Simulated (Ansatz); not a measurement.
**H2O3 (SMILES OOO) at CCSD(T)/STO-3G**

What is the vertical ionisation energy of H2O3 at CCSD(T)/STO-3G? 

Program for the calculation: Ansatz 0.2.0.

27 further runs of the same task are left out: 2 that didn't finish, 25 set aside as unsound or not needed.

### 1 The structure to begin with

H2O3 has 5 atoms, charge 0, and is taken as a singlet. As SMILES, `OOO`. Geometry: relaxed at PBE0-D4/def2-TZVP. This is a higher conformer, about 11 kJ/mol above the lowest found by a separate search.

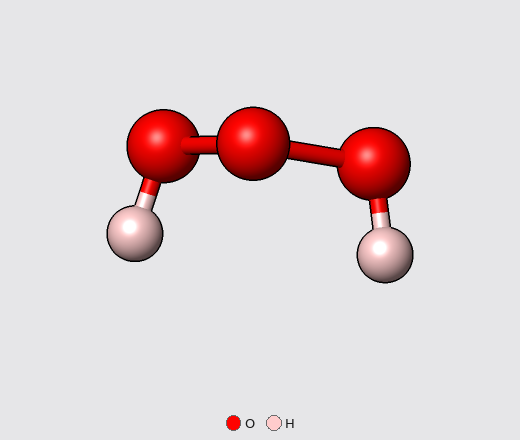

The structure, seen from a chosen angle (oxygen red, hydrogen pink).

### 2 A single-point energy at CCSD(T)/STO-3G

job.yaml reads:

```yaml
crystal:
  periodic: [false, false, false]
  atoms:
    - {symbol: O, position_ang: [-0.968320, -0.699970, -0.146130]}
    - {symbol: O, position_ang: [-0.133650, -0.043580, 0.770240]}
    - {symbol: O, position_ang: [1.173090, -0.066850, 0.261080]}
    - {symbol: H, position_ang: [-1.310410, 0.028200, -0.685190]}
    - {symbol: H, position_ang: [1.239280, 0.782200, -0.199990]}
basis:
  gaussian: {orbitals: STO-3G}
total_charge: 0
correlation: {method: ccsd_t, frozen_orbitals: {H: 0, O: 1}}
accuracy: high
scf: {omitted_lower_state_checks: [cluster_reference, increment]}
```

Run with:

```sh
ansatz run job.yaml --threads 1 --pin off --max-ram 3480MiB --events-out events.jsonl --progress --plain --runs-dir runs
```

The log of the run (excerpt; [...] marks lines left out):

```text
Warning: RAYON_NUM_THREADS=1 ignored (pool sized by the plan → 1); use --threads N
Functional definition: HF
  name "HF"
[...]
297 factors; integrals over basis functions are off by at most 4.4e-8 eV
[...]
mean field -6056.52253297 eV, -222.5730978283 hartree, gradient 1.2e-8 eV, S^2 0.000000; 0 other end points of the search recorded, 0 dependent functions left out
3 core orbitals not correlated: weight in the atoms' cores, before any rotation towards them, 1.000 or more for the frozen orbitals, at most 0.000 for the correlated occupied ones
reference -6056.52253297 eV, -222.5730978283 hartree; 10, 10 occupied and 4, 4 virtual orbitals, 297 factors
second order -3.17772668 eV of doubles, -0.00000000 eV of singles
cycle   1  -3.89074619 eV  change   -7.1e-1 eV  update   6.9e-2
[...]
cycle  21  -4.28724931 eV  change    1.5e-9 eV  update   1.3e-9
perturbative correction -0.04617268 eV, -0.0016968146 hartree
Total energy: -6060.85595496 eV, -222.7323481491 hartree
Checks for a lower state left out: cluster_reference, increment
```

It took 0.16 s on 1 thread of Arm Neoverse V1, shared host.

### 3 The doublet cation

run.yaml reads:

```yaml
basis:
  gaussian: {orbitals: STO-3G}
crystal:
  periodic: [false, false, false]
  atoms:
    - {symbol: O, position_ang: [-0.968320, -0.699970, -0.146130]}
    - {symbol: O, position_ang: [-0.133650, -0.043580, 0.770240]}
    - {symbol: O, position_ang: [1.173090, -0.066850, 0.261080]}
    - {symbol: H, position_ang: [-1.310410, 0.028200, -0.685190]}
    - {symbol: H, position_ang: [1.239280, 0.782200, -0.199990]}
total_charge: 1
accuracy: high
magnetization: {spin_polarized: true, initial_magnetization: 1}
scf: {omitted_lower_state_checks: [cluster_reference, increment]}
correlation: {method: ccsd_t, frozen_orbitals: {H: 0, O: 1}}
```

Run with:

```sh
ansatz run run.yaml --threads 1 --pin off --max-ram 3480MiB --events-out events.jsonl --progress --plain --runs-dir runs
```

The log of the run (excerpt; [...] marks lines left out):

```text
Warning: RAYON_NUM_THREADS=1 ignored (pool sized by the plan → 1); use --threads N
[... 2 set-up lines as earlier in the session ...]
[...]
297 factors; integrals over basis functions are off by at most 4.4e-8 eV
[...]
mean field -6048.50670538 eV, -222.2785215976 hartree, gradient 3.9e-8 eV, S^2 0.787392; 4 other end points of the search recorded, 0 dependent functions left out
3 core orbitals not correlated: weight in the atoms' cores, before any rotation towards them, 1.000 or more for the frozen orbitals, at most 0.000 for the correlated occupied ones
reference -6048.50670538 eV, -222.2785215976 hartree; 10, 9 occupied and 4, 5 virtual orbitals, 297 factors
second order -3.14639781 eV of doubles, -0.00000000 eV of singles
cycle   1  -3.80028357 eV  change   -6.5e-1 eV  update   8.8e-2
[...]
cycle  46  -4.50452519 eV  change   6.1e-10 eV  update  6.8e-10
perturbative correction -0.09268636 eV, -0.0034061611 hartree
Total energy: -6053.10391693 eV, -222.4474660061 hartree
Checks for a lower state left out: cluster_reference, increment
```

Wall time 0.48 s (1 thread of Arm Neoverse V1, shared host).

### 4 Results

At CCSD(T)/STO-3G, 3 core orbitals frozen:

| quantity | value |
| --- | --- |
| singlet H2O3: total energy | -222.73235 Eh |
| singlet H2O3: correlation energy (3 core orbitals frozen) | -159.3 mEh |
| singlet H2O3: (T) correction | -1.70 mEh |
| singlet H2O3: T1 diagnostic | 0.011 |
| doublet cation: total energy | -222.44747 Eh |
| doublet cation: correlation energy (3 core orbitals frozen) | -168.9 mEh |
| doublet cation: (T) correction | -3.41 mEh |
| doublet cation: ⟨S²⟩ of the reference determinant | 0.787 |
| doublet cation: T1 diagnostic | 0.047 |
| vertical ionisation energy (to the doublet cation) | 7.752 eV |

In words: The vertical ionisation energy comes to 7.75 eV (179 kcal/mol). In a minimal basis such a difference can be off by several eV, whatever the method. The triples (singlet H2O3) make up 1.1 % of the correlation energy. The T1 diagnostic (doublet cation) of 0.047 is above the customary mark for such species, so a single reference may not serve. The triples (doublet cation) make up 2.0 % of the correlation energy.
